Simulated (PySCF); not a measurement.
C7H9O2P: NMR shielding calculation

- system: C7H9O2P
- method: GIAO PBE0/pcSseg-1 NMR shielding, non-relativistic, gas phase (PySCF 2.14.0)

The geometry comes from this level: PBE0-D3(BJ)/def2-SVP. It belongs to a series of runs on one base structure; here: sBu replaced by Ph. Figures and captions count atoms from 1; the log counts them from 0 in places.

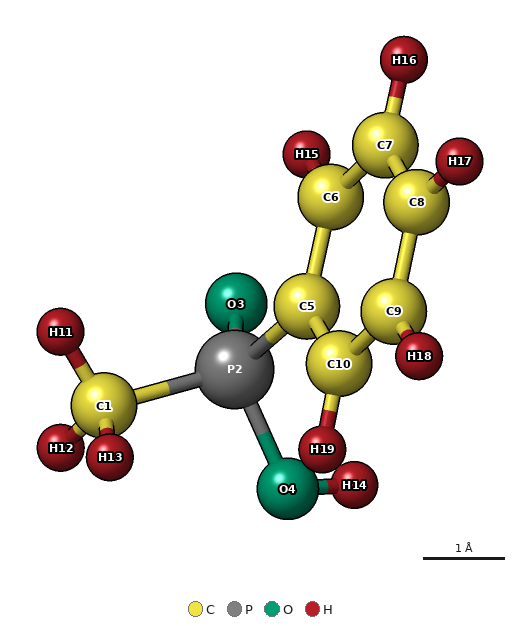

*The structure (ball-and-stick view, seen at a tilt; atoms are numbered from 1 in the order of the input).*

Input:
```
{"job": {"kind": "nmr", "xc": "PBE0", "basis": "pcSseg-1"}, "charge": 0, "multiplicity": 1}
C      2.585965     0.801889    -0.258511
P      1.680567    -0.565628     0.484217
O      2.072649    -0.931326     1.872976
O      1.941329    -1.712630    -0.650675
C     -0.085364    -0.185491     0.345975
C     -0.797752     0.071859     1.521690
C     -2.155357     0.380557     1.458118
C     -2.803550     0.424899     0.224173
C     -2.098012     0.155431    -0.949394
C     -0.741056    -0.151734    -0.890657
H      2.403236     1.706146     0.338074
H      3.658018     0.561040    -0.229034
H      2.273173     0.973176    -1.297645
H      1.666162    -2.576601    -0.316454
H     -0.271565     0.014945     2.478062
H     -2.712046     0.583012     2.376294
H     -3.868466     0.665636     0.175640
H     -2.610856     0.179494    -1.913905
H     -0.188364    -0.380527    -1.805995
```

The first line tells a small driver script what to run in PySCF; the rest is the geometry in Å.

Launched with:
```bash
OMP_NUM_THREADS=1 python <driver script> task.json out
```

Output:
```
coarse grid: 16984 points
cycle   1  E = -763.0537954779  dE =  1.812e+00  |g| = 1.067e+00  |ddm| = 4.316e+00
cycle   2  E = -762.5440482319  dE =  5.097e-01  |g| = 1.921e+00  |ddm| = 3.456e+00
cycle   3  E = -763.2476056921  dE = -7.036e-01  |g| = 3.373e-01  |ddm| = 2.770e+00
cycle   4  E = -763.2704409564  dE = -2.284e-02  |g| = 8.709e-02  |ddm| = 3.795e-01
cycle   5  E = -763.2715452057  dE = -1.104e-03  |g| = 3.463e-02  |ddm| = 8.745e-02
cycle   6  E = -763.2718249160  dE = -2.797e-04  |g| = 6.369e-03  |ddm| = 3.608e-02
cycle   7  E = -763.2718331257  dE = -8.210e-06  |g| = 3.140e-03  |ddm| = 9.075e-03
final grid: 161152 points
cycle   8  E = -763.3517290422  dE = -2.723e-05  |g| = 1.224e-02  |ddm| = 4.597e-02
cycle   9  E = -763.3516781119  dE =  5.093e-05  |g| = 1.978e-02  |ddm| = 3.183e-02
cycle  10  E = -763.3517619701  dE = -8.386e-05  |g| = 2.452e-03  |ddm| = 2.083e-02
cycle  11  E = -763.3517631857  dE = -1.216e-06  |g| = 3.568e-04  |ddm| = 2.365e-03
cycle  12  E = -763.3517632033  dE = -1.764e-08  |g| = 2.132e-04  |ddm| = 4.944e-04
cycle  13  E = -763.3517632138  dE = -1.049e-08  |g| = 4.422e-05  |ddm| = 2.456e-04
cycle  14  E = -763.3517632142  dE = -4.197e-10  |g| = 2.046e-05  |ddm| = 5.954e-05
```

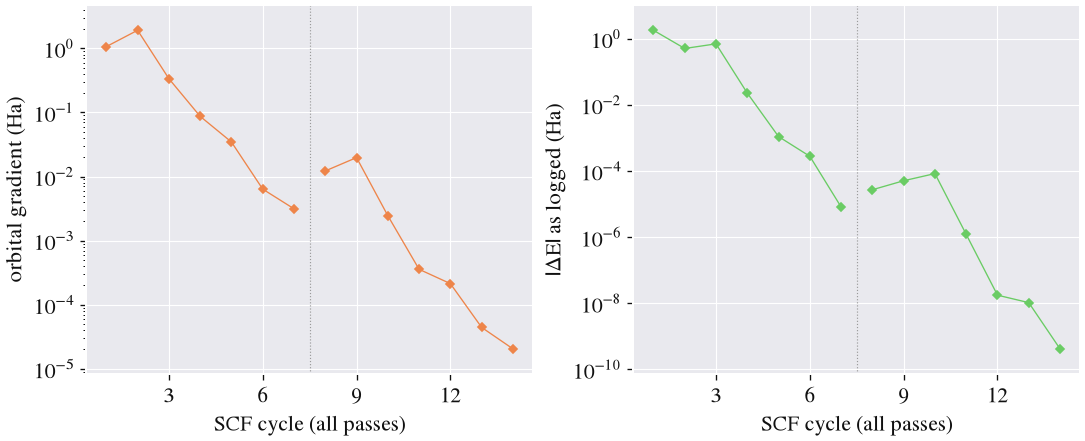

*Convergence of the self-consistent field: orbital gradient and size of the energy change against the SCF cycle. The dotted line marks the change from a coarse to the final integration grid.*

The first 7 cycles use a coarse grid, the final grid takes over at cycle 8, and the field converges after 14 cycles in all.

```
converged SCF energy = -763.3517632142

GIAO shielding tensors (ppm)
atom      isotropic    diamagn.    paramagn.     s11        s22        s33       span
  0 C      166.135     256.926     -90.791    155.506    156.203    186.696     31.190
  1 P      286.513     965.235    -678.722    182.060    242.480    434.999    252.939
  2 O      179.029     396.638    -217.610    126.499    141.407    269.179    142.680
  3 O      215.292     393.317    -178.024    168.358    207.764    269.755    101.398
  4 C       44.409     271.738    -227.329    -43.363     12.418    164.172    207.536
  5 C       44.934     251.095    -206.161    -66.913     21.620    180.094    247.007
  6 C       50.450     255.123    -204.672    -59.795     34.882    176.264    236.060
  7 C       46.898     254.849    -207.950    -65.103     29.930    175.867    240.970
  8 C       51.063     255.003    -203.940    -59.709     36.850    176.048    235.757
  9 C       48.586     253.837    -205.250    -59.991     29.390    176.360    236.350
 10 H       30.143      30.838      -0.695     26.380     28.749     35.300      8.921
 11 H       29.586      26.190       3.395     26.156     26.537     36.064      9.908
 12 H       29.825      32.223      -2.399     25.324     28.806     35.345     10.021
 13 H       28.846      31.259      -2.413     23.100     23.745     39.691     16.591
 14 H       23.057      33.392     -10.336     18.499     21.762     28.909     10.410
 15 H       23.692      29.898      -6.207     20.096     24.263     26.716      6.620
 16 H       23.690      29.243      -5.554     20.339     24.268     26.461      6.122
 17 H       23.750      30.808      -7.058     20.165     24.248     26.839      6.674
 18 H       23.524      34.133     -10.609     19.439     21.933     29.198      9.759
```

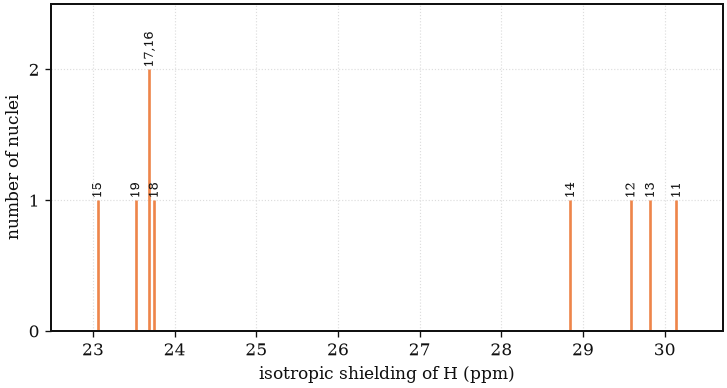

*Isotropic shieldings of the hydrogen nuclei in this fixed geometry, labelled by atom number; shielding grows to the right, so chemical shift grows to the left.*

The least shielded is H15 (23.1 ppm), the most shielded H11 (30.1 ppm).

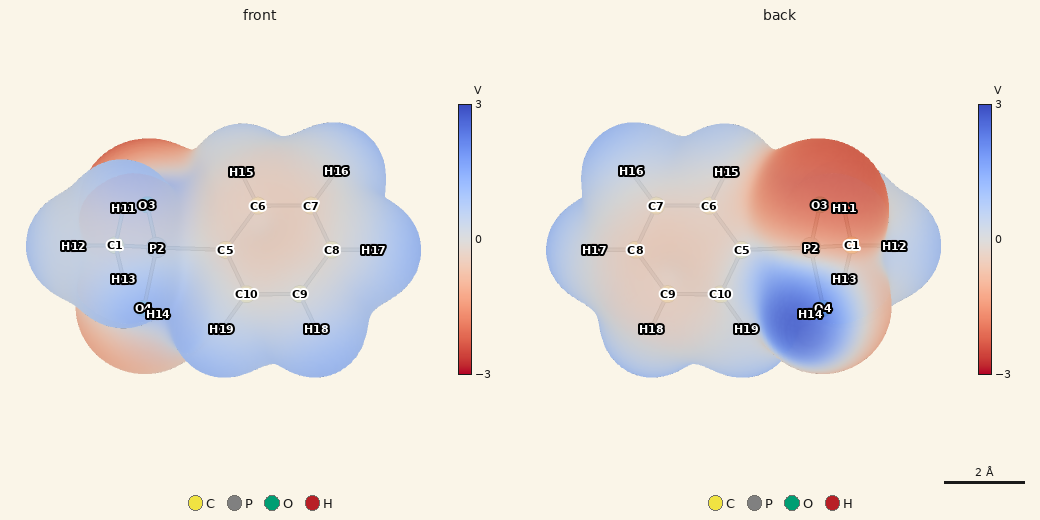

*The electrostatic potential painted on the density surface at 0.002 e/bohr³, seen at a tilt and from behind; red is negative and blue positive.*

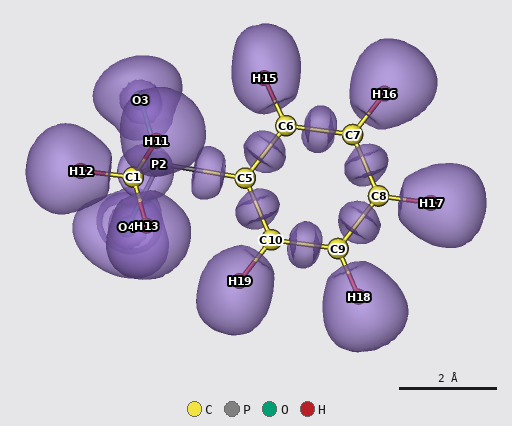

*Isosurface of the electron localisation function at 0.75 (purple), seen at a tilt. Core shells and regions of very low density are left out.*

Along the contacts the grid gives the following. C–C (1.39 Å): the ELF peaks at about 0.95 between the atoms, which marks localised, shared-pair bonding. P–O (1.49 Å): the ELF peaks at about 0.80 between the atoms (a polar covalent bond).

Key numbers:

- outcome: converged
- total energy: −763.351763 hartree
- HOMO: −7.67 eV
- LUMO: −1.04 eV
- dipole moment: 3.44 D
- isotropic shielding, C: 44.4 to 166.1 ppm
- isotropic shielding, P: 286.5 ppm
- isotropic shielding, O: 179.0 to 215.3 ppm
- isotropic shielding, H: 23.1 to 30.1 ppm
- hardware: 1 CPU thread, shared host
- wall time: 1.7 min
- peak memory: 1 GiB
